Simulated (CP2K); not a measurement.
# H3O+ (oxonium): levels of theory compared

Wanted: a comparison of 3 runs (BLYP-D3(BJ)/DZVP-MOLOPT-SR-GTH, PBE/DZVP-MOLOPT-SR-GTH, PBE/aug-cc-pVTZ) of H3O+ (oxonium). 

Program for the calculation: CP2K 2026.2.

### Step 1. The system as given

The species is H3O+ (4 atoms), meant as a singlet with charge +1. SMILES: `[OH3+]`. One bond was lengthened or shortened from a relaxed shape.

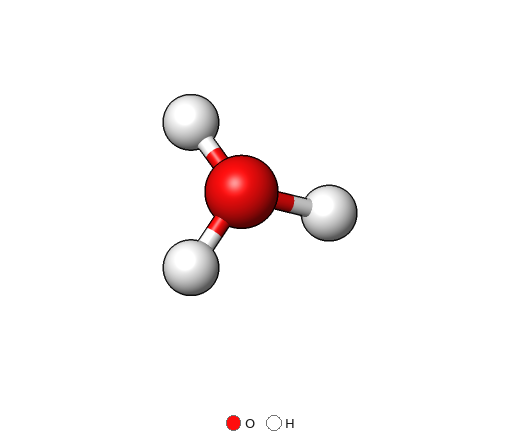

The structure, seen from a chosen angle (oxygen red, hydrogen white).

### Step 2. A single-point energy at BLYP-D3(BJ)/DZVP-MOLOPT-SR-GTH (core potential) (run 1)

File molecule.xyz:

```xyz
4

O      0.270577    -0.009973     0.054407
H      0.307667     0.965167     0.122307
H     -0.408890    -0.368290    -0.767380
H      0.096467    -0.446723     0.912187
```

File calc.inp:

```
&GLOBAL
  PROJECT_NAME calc
  RUN_TYPE ENERGY
  PRINT_LEVEL MEDIUM
&END GLOBAL

&FORCE_EVAL
  METHOD Quickstep
  &DFT
    BASIS_SET_FILE_NAME BASIS_MOLOPT
    POTENTIAL_FILE_NAME GTH_POTENTIALS
    CHARGE 1
    &QS
      METHOD GPW
      EPS_DEFAULT 1.0E-10
    &END QS
    &MGRID
      CUTOFF 400
      REL_CUTOFF 50
      NGRIDS 4
    &END MGRID
    &POISSON
      PERIODIC NONE
      POISSON_SOLVER MULTIPOLE
    &END POISSON
    &SCF
      SCF_GUESS ATOMIC
      EPS_SCF 1.0E-06
      MAX_SCF 80
      ADDED_MOS 5
      &DIAGONALIZATION
        ALGORITHM STANDARD
      &END DIAGONALIZATION
      &MIXING
        METHOD DIRECT_P_MIXING
        ALPHA 0.4
      &END MIXING
    &END SCF
    &XC
      &XC_FUNCTIONAL BLYP
      &END XC_FUNCTIONAL
      &VDW_POTENTIAL
        POTENTIAL_TYPE PAIR_POTENTIAL
        &PAIR_POTENTIAL
          TYPE DFTD3(BJ)
          PARAMETER_FILE_NAME dftd3.dat
          REFERENCE_FUNCTIONAL BLYP
          R_CUTOFF 15
        &END PAIR_POTENTIAL
      &END VDW_POTENTIAL
    &END XC
    &PRINT
      &MOMENTS
        PERIODIC F
        REFERENCE COM
        MAX_MOMENT 1
      &END MOMENTS
      &MO ON
        ENERGIES T
        OCCUPATION_NUMBERS T
        NDIGITS 6
        &EACH
          QS_SCF 0
        &END EACH
        ADD_LAST NUMERIC
      &END MO
      &HIRSHFELD OFF
      &END HIRSHFELD
    &END PRINT
  &END DFT
  &SUBSYS
    &CELL
      ABC 7.7 8.4 8.7
      PERIODIC NONE
    &END CELL
    &TOPOLOGY
      COORD_FILE_NAME molecule.xyz
      COORD_FILE_FORMAT XYZ
      &CENTER_COORDINATES
      &END CENTER_COORDINATES
    &END TOPOLOGY
    &KIND O
      BASIS_SET DZVP-MOLOPT-SR-GTH-q6
      POTENTIAL GTH-BLYP-q6
    &END KIND
    &KIND H
      BASIS_SET DZVP-MOLOPT-SR-GTH-q1
      POTENTIAL GTH-BLYP-q1
    &END KIND
  &END SUBSYS
&END FORCE_EVAL
```

Started as:

```console
$ OMP_NUM_THREADS=1 cp2k.psmp calc.inp > calc.out
```

Output:

```text
CP2K| version string:                                       CP2K version 2026.2
[...]
 GLOBAL| Method name                                                        CP2K
[...]
 GLOBAL| Run type                                                         ENERGY
[...]
 DFT| Spin restricted Kohn-Sham (RKS) calculation                            RKS
 DFT| Multiplicity                                                             1
[...]
 DFT| Charge                                                                   1
[...]
 FUNCTIONAL| BECKE88:
 FUNCTIONAL| LYP:
[...]
 QS| Method:                                                                 GPW
[...]
 QS| Density cutoff [a.u.]:                                                200.0
[...]
 QS| Relative density cutoff [a.u.]:                                        25.0
[...]
                             - Atoms:                                          4
[...]
                             - Spherical basis functions:                     28
[...]
 Number of electrons:                                                          8
[...]
     1 P_Mix/Diag. 0.40E+00    0.4     1.14727023       -16.6618317908 -1.67E+01
[...]
  *** SCF run converged in    11 steps ***
[...]
  Overlap energy of the core charge distribution:               0.00000002876498
  Self energy of the core charge distribution:                -45.95109017315676
  Core Hamiltonian energy:                                     13.10965132113967
  Hartree energy:                                              19.62534880707179
  Exchange-correlation energy:                                 -4.24905022301507
  Dispersion energy:                                           -0.00133791293156
  Total energy:                                               -17.46647815212696
[...]
 ENERGY| Total FORCE_EVAL ( QS ) energy [hartree]            -17.466478152126957
[...]
```

Run time: 5.4 s. Hardware: 1 thread of Arm Neoverse V2, shared host; peak memory 0.54 GiB.

### Step 3. A single-point energy at PBE/DZVP-MOLOPT-SR-GTH (core potential) (run 2)

molecule.xyz is that of step 2.

File calc.inp:

```
&global
  project_name calc
  run_type ENERGY
  print_level MEDIUM
&end global

&force_eval
  method QS
  &dft
    basis_set_file_name BASIS_MOLOPT
    potential_file_name GTH_POTENTIALS
    charge 1
    &qs
      method GPW
      eps_default 1.0E-10
    &end qs
    &mgrid
      cutoff 400
      rel_cutoff 50
      ngrids 4
    &end mgrid
    &poisson
      periodic NONE
      poisson_solver MULTIPOLE
    &end poisson
    # self-consistent field
    &scf
      scf_guess ATOMIC
      eps_scf 1.0E-06
      max_scf 150
      added_mos 5
      &diagonalization
        algorithm STANDARD
      &end diagonalization
      &mixing
        method DIRECT_P_MIXING
        alpha 0.4
      &end mixing
    &end scf
    &xc
      &xc_functional PBE
      &end xc_functional
    &end xc
    # extra output
    &print
      &moments
        periodic F
        reference COM
        max_moment 1
      &end moments
      &mo ON
        energies T
        occupation_numbers T
        ndigits 6
        &each
          qs_scf 0
        &end each
        add_last NUMERIC
      &end mo
      &hirshfeld OFF
      &end hirshfeld
    &end print
  &end dft
  # atoms, cell and kinds
  &subsys
    &cell
      abc 7.7 8.4 8.7
      periodic NONE
    &end cell
    &topology
      coord_file_name molecule.xyz
      coord_file_format XYZ
      &center_coordinates
      &end center_coordinates
    &end topology
    &kind O
      basis_set DZVP-MOLOPT-SR-GTH-q6
      potential GTH-PBE-q6
    &end kind
    &kind H
      basis_set DZVP-MOLOPT-SR-GTH-q1
      potential GTH-PBE-q1
    &end kind
  &end subsys
&end force_eval
```

Started as:

```console
$ OMP_NUM_THREADS=1 cp2k.psmp -i calc.inp > calc.out 2>&1
```

Output:

```text
CP2K| version string:                                       CP2K version 2026.2
[...]
 GLOBAL| Method name                                                        CP2K
[...]
 GLOBAL| Run type                                                         ENERGY
[...]
 DFT| Spin restricted Kohn-Sham (RKS) calculation                            RKS
 DFT| Multiplicity                                                             1
[...]
 DFT| Charge                                                                   1
[...]
 FUNCTIONAL| PBE:
 QS| Method:                                                                 GPW
[...]
 QS| Density cutoff [a.u.]:                                                200.0
[...]
 QS| Relative density cutoff [a.u.]:                                        25.0
[...]
                             - Atoms:                                          4
[...]
                             - Spherical basis functions:                     28
[...]
 Number of electrons:                                                          8
[...]
     1 P_Mix/Diag. 0.40E+00    0.5     1.13522999       -16.6667295978 -1.67E+01
[...]
    11 DIIS/Diag.  0.86E-06    0.6     0.00000058       -17.4748009075 -2.21E-10
  *** SCF run converged in    11 steps ***
[...]
  Overlap energy of the core charge distribution:               0.00000003173069
  Self energy of the core charge distribution:                -45.75762895560705
  Core Hamiltonian energy:                                     13.06265777538362
  Hartree energy:                                              19.48058303688035
  Exchange-correlation energy:                                 -4.26041279593447
  Total energy:                                               -17.47480090754686
[...]
 ENERGY| Total FORCE_EVAL ( QS ) energy [hartree]            -17.474800907546857
[...]
```

Wall time 6.9 s (1 thread of Arm Neoverse V2, shared host); peak memory 0.52 GiB.

### Step 4. A single-point energy at PBE/aug-cc-pVTZ (run 3)

File molecule.inp:

```
&GLOBAL
  PROJECT molecule
  RUN_TYPE ENERGY
  PRINT_LEVEL MEDIUM
&END GLOBAL

&FORCE_EVAL
  METHOD QUICKSTEP
  &DFT
    BASIS_SET_FILE_NAME ./aug_cc_pvtz.basis
    POTENTIAL_FILE_NAME POTENTIAL
    CHARGE 1
    # Quickstep
    &QS
      METHOD GAPW
      EPS_DEFAULT 1.0E-10
    &END QS
    &MGRID
      CUTOFF 280
      REL_CUTOFF 50
      NGRIDS 4
    &END MGRID
    &POISSON
      PERIODIC NONE
      POISSON_SOLVER MULTIPOLE
    &END POISSON
    # self-consistent field
    &SCF
      SCF_GUESS ATOMIC
      EPS_SCF 1.0E-07
      MAX_SCF 150
      ADDED_MOS 3
      &DIAGONALIZATION
        ALGORITHM STANDARD
      &END DIAGONALIZATION
      &MIXING
        METHOD DIRECT_P_MIXING
        ALPHA 0.4
      &END MIXING
    &END SCF
    &XC
      &XC_FUNCTIONAL
        &GGA_X_PBE
        &END GGA_X_PBE
        &GGA_C_PBE
        &END GGA_C_PBE
      &END XC_FUNCTIONAL
    &END XC
    &PRINT
      &MOMENTS
        PERIODIC F
        REFERENCE COM
        MAX_MOMENT 1
      &END MOMENTS
      &MO ON
        ENERGIES T
        OCCUPATION_NUMBERS T
        NDIGITS 6
        &EACH
          QS_SCF 0
        &END EACH
        ADD_LAST NUMERIC
      &END MO
      &LOWDIN ON
      &END LOWDIN
      &HIRSHFELD OFF
      &END HIRSHFELD
      &MO_MOLDEN ON
        NDIGITS 8
      &END MO_MOLDEN
    &END PRINT
  &END DFT
  &SUBSYS
    # box in angstrom
    &CELL
      ABC 9.3 10 10.3
      PERIODIC NONE
    &END CELL
    &COORD
      UNIT bohr
      O      0.5113164    -0.0188462     0.1028143
      H      0.5814064     1.8239013     0.2311267
      H     -0.7726901    -0.6959672    -1.4501380
      H      0.1822962    -0.8441841     1.7237836
    &END COORD
    &TOPOLOGY
      &CENTER_COORDINATES
      &END CENTER_COORDINATES
    &END TOPOLOGY
    &KIND O
      BASIS_SET aug-cc-pVTZ
      POTENTIAL ALL
      LEBEDEV_GRID 194
      RADIAL_GRID 100
    &END KIND
    &KIND H
      BASIS_SET aug-cc-pVTZ
      POTENTIAL ALL
      LEBEDEV_GRID 194
      RADIAL_GRID 100
    &END KIND
  &END SUBSYS
&END FORCE_EVAL
```

Started as:

```console
$ OMP_NUM_THREADS=1 cp2k.psmp molecule.inp > molecule.out
```

Output:

```text
CP2K| version string:                                       CP2K version 2026.2
[...]
 GLOBAL| Method name                                                        CP2K
[...]
 GLOBAL| Run type                                                         ENERGY
[...]
 DFT| Spin restricted Kohn-Sham (RKS) calculation                            RKS
 DFT| Multiplicity                                                             1
[...]
 DFT| Charge                                                                   1
[...]
 FUNCTIONAL| GGA_X_PBE:
[...]
 FUNCTIONAL| GGA_C_PBE:
[...]
 QS| Method:                                                                GAPW
[...]
 QS| Density cutoff [a.u.]:                                                140.0
[...]
 QS| Relative density cutoff [a.u.]:                                        25.0
[...]
                             - Atoms:                                          4
[...]
                             - Spherical basis functions:                    115
[...]
 Number of electrons:                                                         10
[...]
     1 P_Mix/Diag. 0.40E+00    0.8     1.85615089       -72.5889883108 -7.26E+01
[...]
    14 DIIS/Diag.  0.29E-07    0.8     0.00000002       -76.6406847511 -1.42E-13
  *** SCF run converged in    14 steps ***
[...]
  Overlap energy of the core charge distribution:               0.00000005499382
  Self energy of the core charge distribution:                -77.14154210447671
  Core Hamiltonian energy:                                     -5.21692454017231
  Hartree energy:                                              22.00260325912220
  Exchange-correlation energy:                                 -4.13084561762916
[...]
 ENERGY| Total FORCE_EVAL ( QS ) energy [hartree]            -76.640684751102441
[...]
```

It took 12 s on 1 thread of Arm Neoverse V2, shared host; peak memory 0.56 GiB.

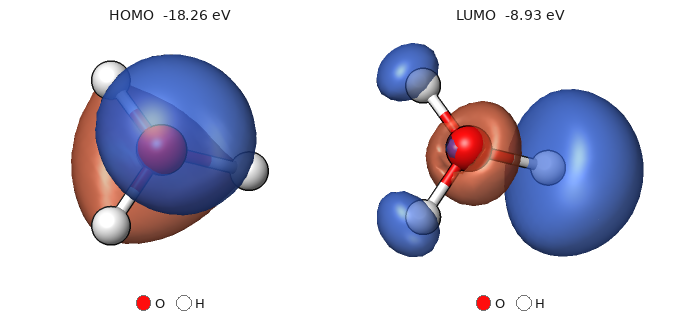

Frontier orbitals of this run, surfaces at ±0.2 Å^-3/2.

### Step 5. The series

```
run                                            level  core potential  iteration cap  energy (Eh)  HOMO energy (eV)  LUMO energy (eV)  HOMO–LUMO gap (eV)  wall time
  1  BLYP-D3(BJ)/DZVP-MOLOPT-SR-GTH (core potential)        GTH-BLYP             80   -17.466478            -18.36             -7.39               10.98      5.4 s
  2          PBE/DZVP-MOLOPT-SR-GTH (core potential)         GTH-PBE            150   -17.474801            -18.40             -7.33               11.07      6.9 s
  3                                  PBE/aug-cc-pVTZ            none            150   -76.640685            -18.26             -8.93                9.33       12 s
```

### Step 6. What came out

| quantity | value |
| --- | --- |
| run 3: total energy | -76.64068 Eh |
| run 3: HOMO energy | -18.26 eV |
| run 3: LUMO energy | -8.93 eV |
| run 3: HOMO–LUMO gap | 9.33 eV |

In words: The HOMO–LUMO gap runs from 9.33 eV (PBE/aug-cc-pVTZ) to 11.07 eV (PBE/DZVP-MOLOPT-SR-GTH). The two ends differ in basis and core potential. Totals of different functionals can't be ranked against each other. Some runs of one species differ in core potentials or relativity; totals across that change don't compare. All runs together took 24 s, the longest 12 s.
